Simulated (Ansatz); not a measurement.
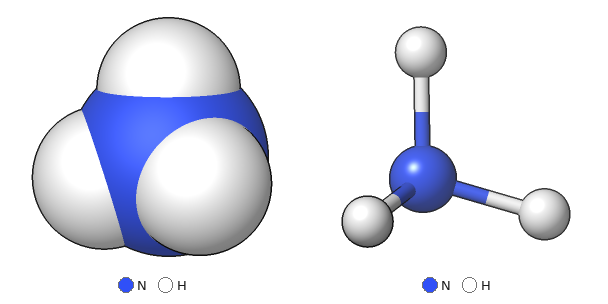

The same structure drawn twice, from different directions.

The computed structure is the end point of a PBE0-D4/def2-TZVP optimisation.

Description:

It has 4 atoms: 1 nitrogen and 3 hydrogen (NH3). The point group is C3v. Coordination: 1 N trigonal pyramidal.

More results for the same structure follow; atom numbers are the same in all pictures, views and colours differ.

## Geometry

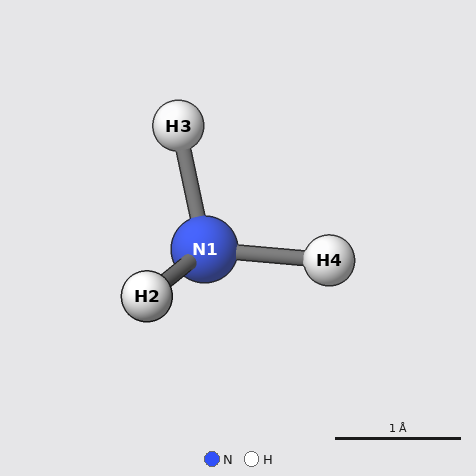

The atoms are numbered.

What are the angles H2–N1–H3?

| angle | degrees |
| --- | --- |
| H2–N1–H3 | 107.1 |

## Electronic properties

Level of theory: RKS PBE0-D4/def2-TZVPP (Ansatz 0.2.0).

What does the calculation give?

- HOMO energy (Kohn–Sham orbital): −7.58 eV
- LUMO energy (Kohn–Sham orbital): 1.03 eV
- HOMO–LUMO gap: 8.61 eV

## Charges

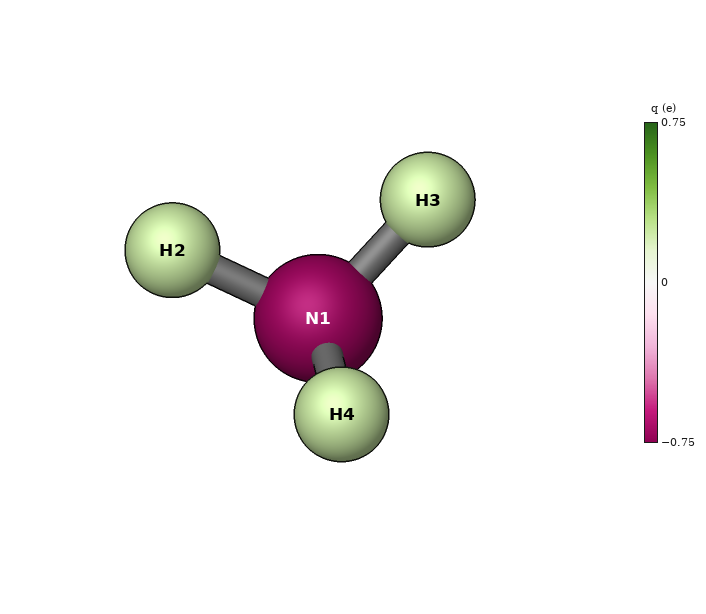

Atoms are coloured by their Mulliken charges. Method: RKS PBE0-D4/def2-TZVP (Ansatz 0.2.0).

List the Mulliken charges.

| atom | value (e) |
| --- | --- |
| N1 | −0.70 |
| H2 | 0.23 |
| H3 | 0.23 |
| H4 | 0.23 |

## Thermal motion

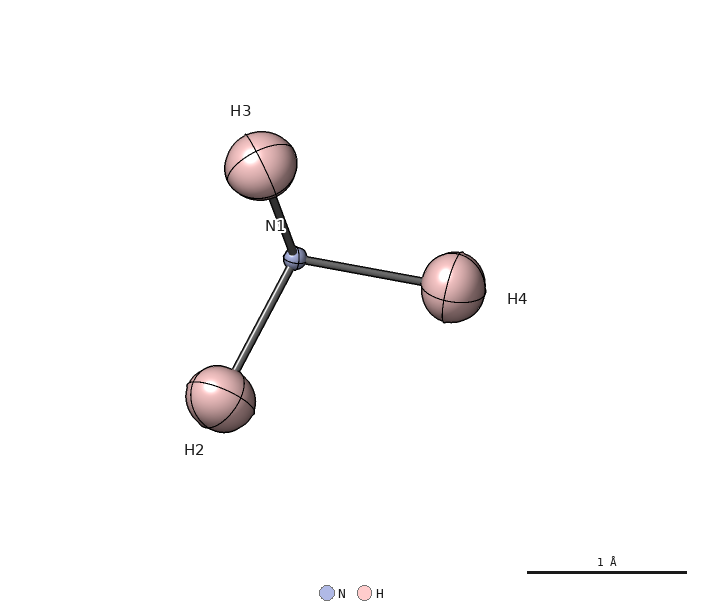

Displacement ellipsoids at the 50 % level, enlarged 2 times, from the internal vibrations of the free molecule (harmonic, no overall translation or rotation; no half-axis is drawn under 0.075 Å). Vibrations computed with RKS PBE0-D4/def2-TZVP (Ansatz 0.2.0). Temperature: 0 K (zero-point motion alone).

Give the displacement parameters, one line for each set of equivalent atoms.

```csv
atom,U_eq (Å²),rms amplitudes (Å)
N1,0.00011,"0.008, 0.008, 0.014"
"H2, H3, H4",0.0051,"0.066, 0.073, 0.074"
```

Mulliken values depend strongly on the basis set and can even reverse the polarity of a bond.
